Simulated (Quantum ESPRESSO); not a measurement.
Refining one setting for SnO (Cmce, 8 atoms in the cell)

```
CELL_PARAMETERS angstrom
      2.70160    -2.70248     0.00000
      2.70160     2.70248     0.00000
      0.00000     0.00000    10.09010
ATOMIC_POSITIONS crystal
  Sn 0.73655 0.26345 0.86386
  Sn 0.26345 0.73655 0.13614
  Sn 0.76345 0.23655 0.36386
  Sn 0.23655 0.76345 0.63614
  O  0.26194 0.23806 0.25000
  O  0.73806 0.76194 0.75000
  O  0.23806 0.26194 0.75000
  O  0.76194 0.73806 0.25000
```

Computed with PBEsol, GBRV 1.5 ultrasoft (PBESOL) pseudopotentials (plane waves; Quantum ESPRESSO 7.5).

The starting cell comes from a database of computed structures (which also holds hypothetical and non-ambient phases and stackings), without a prior relaxation at this level. Its lattice was rescaled by a random factor within 2.5 % of one.

Held fixed: occupations = smearing; smearing = marzari-vanderbilt; degauss = 0.0147 Ry; potentials = {Sn: sn_pbesol_v1.4.uspp.F.UPF, O: o_pbesol_v1.2.uspp.F.UPF}; K_POINTS = automatic 5 5 2 0 0 0; conv_thr = 1e-10 Ry; mixing_beta = 0.7. Moved along with it: ecutrho.

ΔF is the free energy per atom less that of the last row (80 Ry).

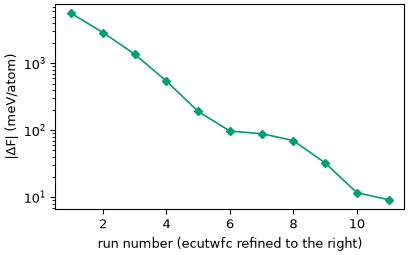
Figure: Size of the energy error against the last run of the series; values under 0.01 meV/atom are drawn at 0.01.

```tsv
ecutwfc	ΔF (meV/atom)	pressure (GPa)	largest force (eV/Å)	gap on the mesh (eV)	plane waves	iterations
16 Ry	5577.7	-86.63	0.666	0.730	1120	11
20 Ry	2886.4	-56.60	0.117	0.808	1524	12
24 Ry	1369.8	-40.59	0.205	0.801	1988	13
28 Ry	541.9	-23.03	0.165	0.788	2506	13
32 Ry	191.0	-9.44	0.186	0.794	3066	12
36 Ry	97.2	-2.23	0.180	0.791	3652	12
40 Ry	89.1	-0.81	0.179	0.791	4261	12
46 Ry	70.1	-2.35	0.177	0.791	5258	13
52 Ry	32.5	-2.32	0.177	0.791	6327	13
60 Ry	11.7	-0.92	0.178	0.791	7836	13
70 Ry	9.2	-1.00	0.178	0.791	9906	14
80 Ry	0.00	-1.10	0.179	0.791	12040	16
```

Largest force within 0.01 eV/Å of the last row: from ecutwfc = 32 Ry on; the one before it is off by 0.014 eV/Å. The value it settles on is 0.179 eV/Å at this level of theory and with the other settings as held.

The gap is read on the k-point mesh of the run and can differ from the gap over the whole zone at this level.
